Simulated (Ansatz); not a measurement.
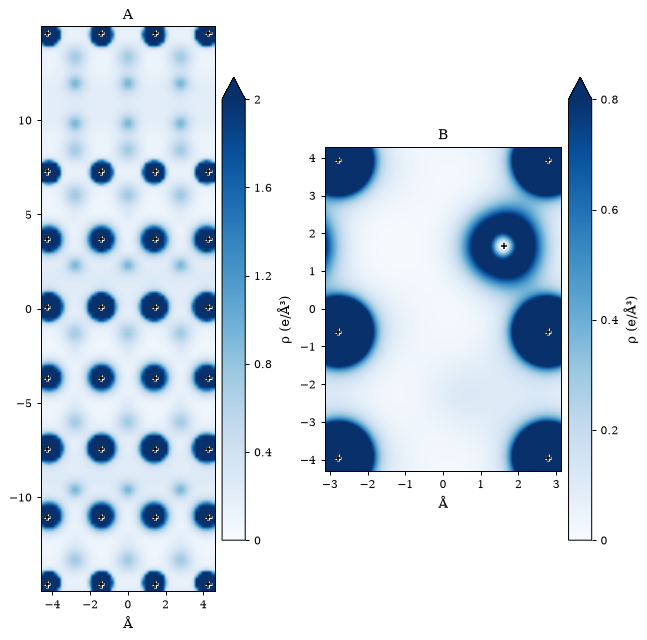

The valence pseudo-density of 2 systems, each on a plane through atoms (crosses mark nuclei in the plane).

Theory: Ansatz 0.2.0, DFT PBE, scalar-relativistic, plane waves, PAW.

System 1: Mg₂Ti₂O₃, the (100) plane of the conventional cell. Space group R-3m; a generated structure, not necessarily the stable one; changed on purpose from its base cell (volume × 0.91, shape and atoms relaxed); computed pressure about 18 GPa in this cell; computed without spin polarisation.

```
Mg Ti O
1.0
     2.84730    0.00000    0.00000
    -1.42365    2.46583    0.00000
     0.00000    0.00000   29.24694
Mg Ti O
6 6 9
Direct
  0.33333 0.66667 0.29222
  0.00000 0.00000 0.62556
  0.66667 0.33333 0.95889
  0.33333 0.66667 0.04111
  0.00000 0.00000 0.37444
  0.66667 0.33333 0.70778
  0.66667 0.33333 0.20424
  0.33333 0.66667 0.53757
  0.00000 0.00000 0.87091
  0.00000 0.00000 0.12909
  0.66667 0.33333 0.46243
  0.33333 0.66667 0.79576
  0.00000 0.00000 0.25195
  0.66667 0.33333 0.58528
  0.33333 0.66667 0.91862
  0.66667 0.33333 0.08138
  0.33333 0.66667 0.41472
  0.00000 0.00000 0.74805
  0.00000 0.00000 0.00000
  0.66667 0.33333 0.33333
  0.33333 0.66667 0.66667
```

System 2: Cd₄S₃, the (11̄0) plane of the conventional cell. Space group P-43m; a generated structure, not necessarily the stable one.

```cif
data_structure
_symmetry_space_group_name_H-M 'P 1'
_symmetry_Int_Tables_number 1
_cell_length_a 5.5779
_cell_length_b 5.5779
_cell_length_c 5.5779
_cell_angle_alpha 90.000
_cell_angle_beta 90.000
_cell_angle_gamma 90.000
_cell_volume 173.55
loop_
_atom_site_label
_atom_site_type_symbol
_atom_site_fract_x
_atom_site_fract_y
_atom_site_fract_z
_atom_site_occupancy
Cd1 Cd 0.78839 0.78839 0.21161 1
Cd2 Cd 0.78839 0.21161 0.78839 1
Cd3 Cd 0.21161 0.78839 0.78839 1
Cd4 Cd 0.21161 0.21161 0.21161 1
S1 S 0.50000 0.00000 0.50000 1
S2 S 0.00000 0.50000 0.50000 1
S3 S 0.50000 0.50000 0.00000 1
```

> Which map belongs to which system?

Panel A is system 1, Mg₂Ti₂O₃: the plane holds Mg, Ti and O. Panel B is system 2, Cd₄S₃: the plane holds Cd and S. Cd–S (2.56 Å): ρ is about 0.39 e/Å³ halfway.
